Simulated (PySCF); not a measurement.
# NMR shielding calculation, with input and output: C$_{4}$H$_{8}$O$_{2}$S

The run: NMR shielding calculation of C$_{4}$H$_{8}$O$_{2}$S, SMILES CSC1OCCO1. Method and program: GIAO PBE0/pcSseg-1 NMR shielding, non-relativistic, gas phase (PySCF 2.14.0).

The geometry comes from this level: GFN2-xTB. Figures and captions count atoms from 1; the log counts them from 0 in places.

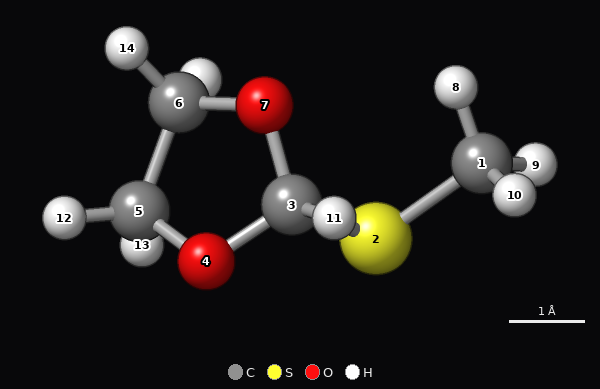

The structure (ball-and-stick view, seen at a tilt; atoms are numbered from 1 in the order of the input). Bond lengths as drawn: C–C 1.54 Å, C–H 1.08 to 1.09 Å, C–O 1.37 to 1.42 Å and C–S 1.81 to 1.87 Å.

## Results in brief

| quantity | value |
| --- | --- |
| outcome | converged |
| total energy | −705.316097 hartree |
| HOMO | −6.42 eV |
| LUMO | 0.91 eV |
| dipole moment | 1.78 D |
| isotropic shielding, C | 68.6 to 169.4 ppm |
| isotropic shielding, S | 503.3 ppm |
| isotropic shielding, O | 234.1 to 234.3 ppm |
| isotropic shielding, H | 25.2 to 29.8 ppm |
| hardware | 1 CPU thread, shared host |
| wall time | 38 s |
| peak memory | 0.74 GiB |

## Input
```
{"job": {"kind": "nmr", "xc": "PBE0", "basis": "pcSseg-1"}, "charge": 0, "multiplicity": 1}
C      2.565783     0.451661     0.049893
S      1.152617     0.509912    -1.083490
C      0.136089    -0.805199    -0.233323
O     -0.975022    -1.114188    -0.976592
C     -1.965564    -0.166690    -0.612176
C     -1.498983     0.344082     0.768806
O     -0.286651    -0.355359     1.000373
H      2.199064     0.552988     1.067266
H      3.212817     1.282929    -0.207530
H      3.094273    -0.489385    -0.078716
H      0.782301    -1.678797    -0.118221
H     -2.924938    -0.684362    -0.583625
H     -1.997878     0.642806    -1.348718
H     -2.185103     0.094611     1.579231
H     -1.313219     1.422981     0.754911
```

The first line tells a small driver script what to run in PySCF; the rest is the geometry in Å.

Launched with:
```bash
OMP_NUM_THREADS=1 python <driver script> task.json out
```

## The program's output
```
coarse grid: 13104 points
cycle   1  E = -705.1559755425  dE =  1.041e+00  |g| = 7.170e-01  |ddm| = 3.425e+00
cycle   2  E = -705.0783061134  dE =  7.767e-02  |g| = 9.935e-01  |ddm| = 1.075e+00
cycle   3  E = -705.2485817325  dE = -1.703e-01  |g| = 7.238e-02  |ddm| = 6.402e-01
cycle   4  E = -705.2495752251  dE = -9.935e-04  |g| = 2.705e-02  |ddm| = 9.668e-02
cycle   5  E = -705.2497289721  dE = -1.537e-04  |g| = 8.818e-03  |ddm| = 3.698e-02
cycle   6  E = -705.2497450450  dE = -1.607e-05  |g| = 3.110e-03  |ddm| = 1.082e-02
cycle   7  E = -705.2497471024  dE = -2.057e-06  |g| = 3.820e-04  |ddm| = 3.144e-03
final grid: 121976 points
cycle   8  E = -705.3160572960  dE = -2.384e-05  |g| = 1.464e-02  |ddm| = 2.461e-02
cycle   9  E = -705.3160199782  dE =  3.732e-05  |g| = 2.056e-02  |ddm| = 2.002e-02
cycle  10  E = -705.3160970153  dE = -7.704e-05  |g| = 1.174e-03  |ddm| = 1.205e-02
cycle  11  E = -705.3160972989  dE = -2.835e-07  |g| = 1.993e-04  |ddm| = 1.186e-03
cycle  12  E = -705.3160973077  dE = -8.846e-09  |g| = 6.038e-05  |ddm| = 2.764e-04
cycle  13  E = -705.3160973085  dE = -7.747e-10  |g| = 2.425e-05  |ddm| = 7.928e-05
```

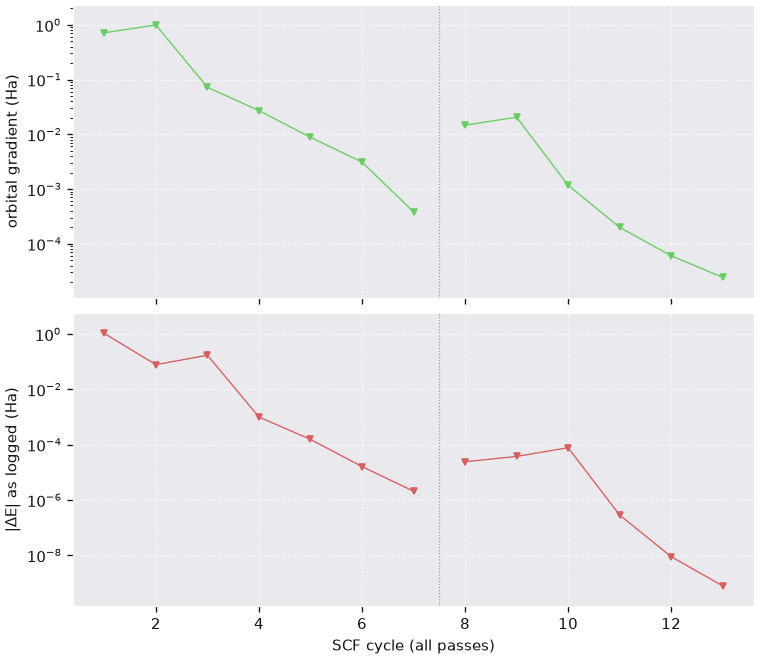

Convergence of the self-consistent field: orbital gradient and size of the energy change against the SCF cycle. The dotted line marks the change from a coarse to the final integration grid. The first 7 cycles use a coarse grid, the final grid takes over at cycle 8, and the field converges after 13 cycles in all.

```
converged SCF energy = -705.3160973085

GIAO shielding tensors (ppm)
atom      isotropic    diamagn.    paramagn.     s11        s22        s33       span
  0 C      169.432     251.541     -82.109    155.865    164.386    188.044     32.179
  1 S      503.347    1057.752    -554.405    286.069    483.843    740.128    454.058
  2 C       68.614     247.648    -179.034     38.031     79.777     88.034     50.002
  3 O      234.087     397.009    -162.921    147.853    238.783    315.627    167.774
  4 C      119.976     247.733    -127.758     83.428    106.413    170.086     86.658
  5 C      122.371     246.194    -123.823     84.754    110.889    171.471     86.718
  6 O      234.277     398.563    -164.287    167.843    230.688    304.299    136.457
  7 H       29.446      31.031      -1.585     23.295     29.153     35.890     12.596
  8 H       29.792      29.009       0.784     24.905     26.575     37.897     12.992
  9 H       29.474      29.758      -0.284     24.056     27.340     37.027     12.971
 10 H       25.161      30.752      -5.591     21.636     24.701     29.146      7.510
 11 H       27.585      28.178      -0.593     23.376     25.336     34.044     10.668
 12 H       27.522      29.630      -2.108     24.237     25.075     33.254      9.017
 13 H       27.655      28.621      -0.966     23.300     25.560     34.104     10.804
 14 H       27.382      29.770      -2.388     23.754     25.490     32.902      9.148
```

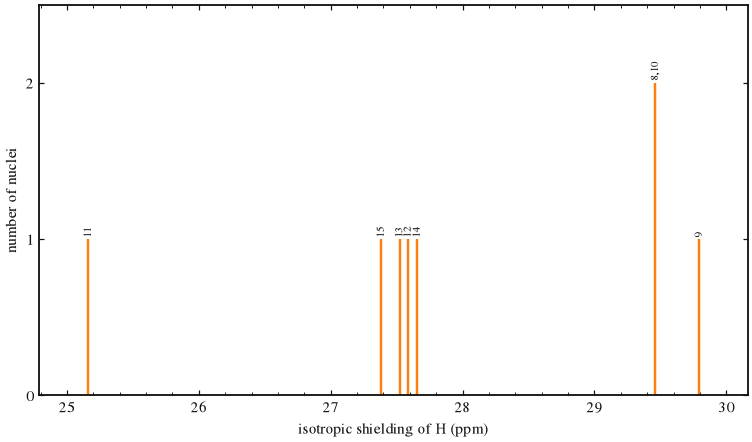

Isotropic shieldings of the hydrogen nuclei in this fixed geometry, labelled by atom number; shielding grows to the right, so chemical shift grows to the left. The least shielded is H11 (25.2 ppm), the most shielded H9 (29.8 ppm).

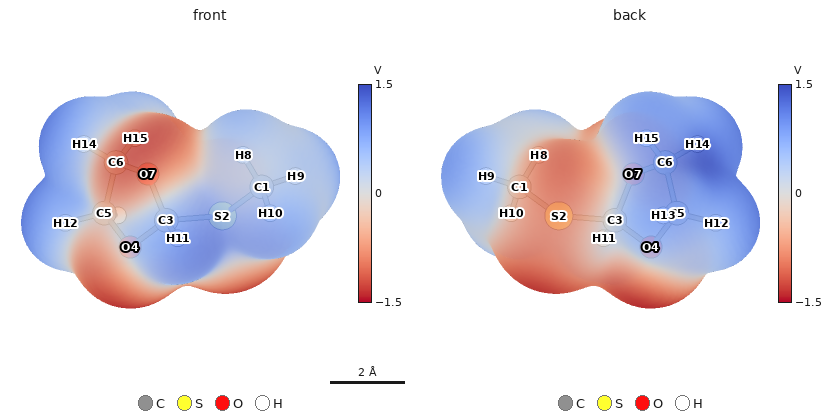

The electrostatic potential painted on the density surface at 0.002 e/bohr³, seen at a tilt and from behind; the colour scale runs from red (negative) to blue (positive).

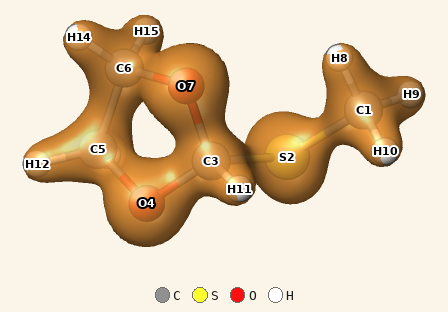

Isosurface of the total electron density at 1 e/Å³ (orange), seen face on. At this value the surface is in one piece. On the grid the lowest density along these lines, outside the cores, is 2 e/Å³ (C–O, 1.37 Å), 1.7 e/Å³ (C–C, 1.54 Å), 1.2 e/Å³ (C–S, 1.81 Å) and 1.9 e/Å³ (C–H, 1.08 Å).

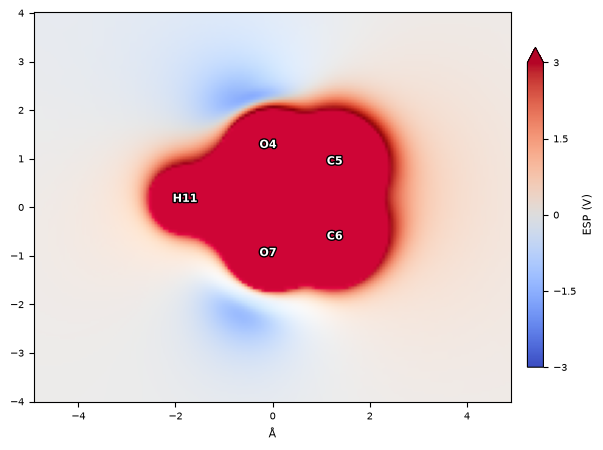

Molecular electrostatic potential on the plane of atoms C5, C6 and O7. The section cuts through O, C and H sites.
